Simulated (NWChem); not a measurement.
# One shape, several levels: CH4ClGe (SMILES [CH3][GeH][Cl])

Wanted: a comparison of 6 runs (UHF/STO-3G, UHF/3-21G, UB3LYP/6-31G*, UB3LYP/def2-SVP, UM06-2X/def2-SVP) of CH4ClGe. 

The results are computed with NWChem 7.3.0.

### 1 Starting point

The species is CH4ClGe (7 atoms), meant as a doublet with charge 0. As SMILES, `[CH3][GeH][Cl]`. One bond was lengthened or shortened from a relaxed shape.

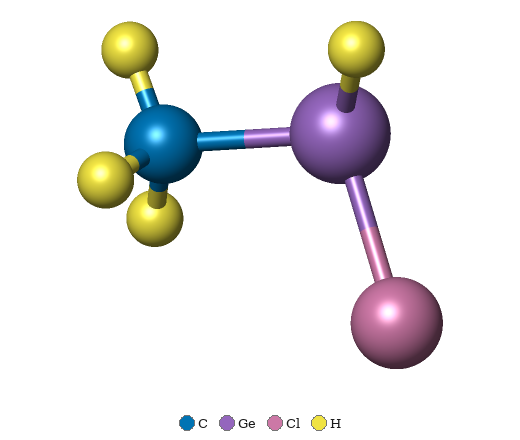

Viewed from a chosen angle; carbon blue, germanium purple, chlorine pink, hydrogen yellow.

### 2 A single-point energy at UHF/STO-3G (run 1)

run.py reads:

```python
from ase import Atoms
from ase.calculators.nwchem import NWChem

atoms = Atoms(['C', 'Ge', 'Cl', 'H', 'H', 'H', 'H'], positions=[
    [-0.596100, 0.500966, -0.325321],
    [0.842400, -0.822934, -0.246521],
    [1.154000, -1.299134, 1.846079],
    [-0.296400, 1.377066, 0.253879],
    [-1.646200, 0.021400, 0.160800],
    [-0.772900, 0.791966, -1.361621],
    [2.198400, -0.261934, -0.753521],
])

calc = NWChem(
    label='ch4clge',
    theory='scf',
    memory='2200 mb',
    basis='STO-3G',
    basispar='spherical bse',
    scf={'nopen': '1', 'uhf': None, 'thresh': '1e-08', 'maxiter': '80'},
    task='energy',
)
atoms.calc = calc

print("Total energy (eV):", round(atoms.get_potential_energy(), 6))
```

Run with:

```sh
$ export ASE_NWCHEM_COMMAND="nwchem PREFIX.nwi > PREFIX.nwo"
$ python run.py
```

The log of the run:

```text
Total energy (eV): -69282.419571
```

The calculator wrote ch4clge.nwi:

```
title "ch4clge"

permanent_dir ch4clge

scratch_dir ch4clge

start ch4clge

geometry units angstrom nocenter noautosym noautoz
  C  -5.9609999999999996e-01 5.0096600000000002e-01 -3.2532100000000003e-01
  Ge 8.4240000000000004e-01 -8.2293400000000005e-01 -2.4652099999999999e-01
  Cl 1.1539999999999999e+00 -1.2991340000000000e+00 1.8460790000000000e+00
  H  -2.9640000000000000e-01 1.3770659999999999e+00 2.5387900000000002e-01
  H  -1.6462000000000001e+00 2.1399999999999999e-02 1.6080000000000000e-01
  H  -7.7290000000000003e-01 7.9196599999999995e-01 -1.3616210000000000e+00
  H  2.1983999999999999e+00 -2.6193400000000000e-01 -7.5352100000000000e-01
end

memory 2200 mb

basis spherical bse noprint
   * library STO-3G
end

scf
  nopen 1
  uhf
  thresh 1e-08
  maxiter 80
end

task scf energy
```

ch4clge.nwo:

```text
Northwest Computational Chemistry Package (NWChem) 7.3.0
             --------------------------------------------------------

           Job information
           ---------------

    nwchem branch   = 7.3.0
    use scalapack   = T
    input           = ch4clge.nwi
    prefix          = ch4clge.
    data base       = ch4clge/ch4clge.db
    status          = startup
    nproc           =        1

           Memory information
           ------------------

    heap     =     72089600 doubles =      550.0 Mbytes
    stack    =     72089597 doubles =      550.0 Mbytes
    global   =    144179200 doubles =     1100.0 Mbytes (distinct from heap & stack)
    total    =    288358397 doubles =     2200.0 Mbytes
    verify   = yes
    hardfail = no

           Directory information
           ---------------------

  0 permanent = ch4clge
  0 scratch   = ch4clge

                                NWChem Input Module
                                -------------------

                                      ch4clge
                                      -------

[... 28 lines left out ...]
            Nuclear Dipole moment (a.u.)
[... 83 lines left out ...]
 1-e energy   =   -4073.219115
[... 7 lines left out ...]
         Quadratically convergent UHF
[... 14 lines left out ...]
       Final UHF  results
[... 3 lines left out ...]
      One electron energy =  -4068.833931829708
[... 1 line left out ...]
 Nuclear repulsion energy =    252.605165353283
[... 48 lines left out ...]
          Final beta eigenvalues
[... 211 lines left out ...]
                     UHF Final Beta Molecular Orbital Analysis
[... 221 lines left out ...]
   Mulliken analysis of the spin density
   -------------------------------------

    Atom       Charge   Shell Charges
 -----------   ------   -------------------------------------------------------
    1 C    6     0.02   0.00  0.00  0.02
    2 Ge  32     0.91   0.00  0.00  0.00  0.00  0.01  0.21  0.69 -0.00
    3 Cl  17     0.03   0.00  0.00  0.00  0.00  0.03
    4 H    1     0.02   0.02
    5 H    1    -0.00  -0.00
    6 H    1    -0.00  -0.00
    7 H    1     0.03   0.03

       Multipole analysis of the density wrt the origin
       ------------------------------------------------

     L   x y z        total         alpha         beta         nuclear
     -   - - -        -----         -----         ----         -------
     0   0 0 0     -0.000000    -30.000000    -29.000000     59.000000

     1   1 0 0     -0.279571    -40.968344    -39.588866     80.277639
[... 8 lines of this table left out ...]
     2   0 0 2    -29.810844   -128.760533   -126.127256    225.076945

 Task  times  cpu:        2.9s     wall:        2.9s
 Total times  cpu:        2.9s     wall:        2.9s
```

It took 3.9 s on 1 thread of AMD EPYC 9R45 (Zen 5), shared host; peak memory 0.099 GiB.

### 3 The energy at UHF/3-21G (run 2)

ch4clge.nw reads:

```
start ch4clge
title "CH4ClGe energy"
memory stack 880 mb heap 220 mb global 1100 mb
charge 0

geometry units angstroms noautosym nocenter noautoz
   C       -0.596100       0.500966      -0.325321
   Ge       0.842400      -0.822934      -0.246521
   Cl       1.154000      -1.299134       1.846079
   H       -0.296400       1.377066       0.253879
   H       -1.646200       0.021400       0.160800
   H       -0.772900       0.791966      -1.361621
   H        2.198400      -0.261934      -0.753521
end

basis spherical bse
   * library 3-21G
end

scf
   nopen 1
   uhf
   thresh 1e-08
   maxiter 80
end

task scf
```

Run with:

```sh
$ nwchem ch4clge.nw > ch4clge.out
```

The log of the run:

```text
[...]
  functions       =    52
[...]
  wavefunction    = UHF
[...]
         Total SCF energy =  -2562.624906121388
      One electron energy =  -4073.162591218705
      Two electron energy =   1257.932519744034
 Nuclear repulsion energy =    252.605165353283
                       Sz =      0.5000
                 Sz(Sz+1) =      0.7500
                      S^2 =      0.7519
[...]
```

Wall time 3.9 s (1 thread of AMD EPYC 9R45 (Zen 5), shared host); peak memory 0.099 GiB.

Runs 3 to 5 aren't shown in full; the table further down has their settings and results.

### 4 The energy at UM06-2X/def2-SVP (run 6)

mol.nw reads:

```
start mol
title "CH4ClGe energy"
memory total 2200 mb
charge 0

geometry units angstroms noautosym nocenter noautoz
   C    -0.596100    0.500966   -0.325321
   Ge    0.842400   -0.822934   -0.246521
   Cl    1.154000   -1.299134    1.846079
   H    -0.296400    1.377066    0.253879
   H    -1.646200    0.021400    0.160800
   H    -0.772900    0.791966   -1.361621
   H     2.198400   -0.261934   -0.753521
end

basis spherical bse
   * library def2-SVP
end

dft
   xc m06-2x
   mult 2
   grid xfine
   convergence energy 1e-08
   iterations 100
   mulliken
end

task dft
```

Run with:

```sh
$ nwchem mol.nw > mol.out
```

The log of the run:

```text
[...]
          Wavefunction type:  spin polarized.
          No. of atoms     :     7
          No. of electrons :    59
[...]
          Charge           :     0
          Spin multiplicity:     2
[...]
          AO basis - number of functions:    84
[...]
              XC Information
              --------------
                       M06-2X Method XC Functional
                     Hartree-Fock (Exact) Exchange  0.540
                        M06-2X Exchange Functional  1.000
                      M06-2X Correlation Potential  1.000
[...]
 d= 0,ls=0.0,diis     1  -2577.2117758001 -2.83D+03  4.70D-03  5.43D-02     3.9
[...]
 d= 0,ls=0.0,diis    11  -2577.2439571116 -2.86D-09  1.71D-07  4.31D-11    41.2
[...]
         Total DFT energy =    -2577.243957111623
      One electron energy =    -4087.305293960148
           Coulomb energy =     1371.683792160157
    Exchange-Corr. energy =     -114.227620664914
 Nuclear repulsion energy =      252.605165353283
[...]
      Total Density - Mulliken Population Analysis
     ---------------------------------------------
    Atom       Charge   Shell Charges
 -----------   ------   -------------------------------------------------------
    1 C    6     6.38   1.99  0.88  0.34  2.05  1.12  0.02
    2 Ge  32    31.54   2.00  2.00  1.99  1.13  0.24  6.00  5.98  1.19  0.83  8.14  1.79  0.24
    3 Cl  17    17.31   2.00  1.99  1.23  0.74  5.94  2.12  3.28  0.02
    4 H    1     0.90   0.72  0.15  0.02
    5 H    1     0.89   0.66  0.21  0.02
    6 H    1     0.91   0.73  0.16  0.02
    7 H    1     1.07   0.71  0.35  0.01
[...]
      <S2> =      0.7523 (Exact =     0.7500)
[...]
```

Run time: 42 s. Hardware: 1 thread of AMD EPYC 9R45 (Zen 5), shared host; peak memory 0.14 GiB.

### 5 The series

| run | level | Cartesian functions | iteration cap | energy (Eh) | dipole moment (D) | HOMO energy (eV) | LUMO energy (eV) | wall time |
| --- | --- | --- | --- | --- | --- | --- | --- | --- |
| 1 | UHF/STO-3G | no | 80 | -2546.081979 | 3.40 | -7.15 | 4.09 | 3.9 s |
| 2 | UHF/3-21G | no | 80 | -2562.624906 | 3.77 | -9.12 | 0.52 | 3.9 s |
| 3 | UB3LYP/6-31G* (Cartesian functions) | yes | 100 | -2577.474394 | – | – | – | 29 s |
| 4 | UB3LYP/6-31G* (spherical functions) | no | 100 | -2577.465240 | – | – | – | 27 s |
| 5 | UB3LYP/def2-SVP | no | 100 | -2577.335673 | 2.21 | -5.86 | -3.22 | 29 s |
| 6 | UM06-2X/def2-SVP | no | 100 | -2577.243957 | 2.38 | -7.22 | -2.30 | 42 s |

### 6 Summary of results

```
                                 quantity           value
                      run 6: total energy  -2577.24396 Eh
                     run 6: dipole moment          2.38 D
run 6: HOMO energy (highest over α and β)        -7.22 eV
 run 6: LUMO energy (lowest over α and β)        -2.30 eV
                              run 6: ⟨S²⟩           0.752
```

**Reading.** Over runs 1, 2, 5, 6 the dipole moment (its size) runs from 2.21 D (UB3LYP/def2-SVP) to 3.77 D (UHF/3-21G). The two ends differ in method and basis. Totals of different functionals can't be ranked against each other. In run 1 the basis is minimal, so the values are rough. All runs together took 2.2 min, the longest 42 s.
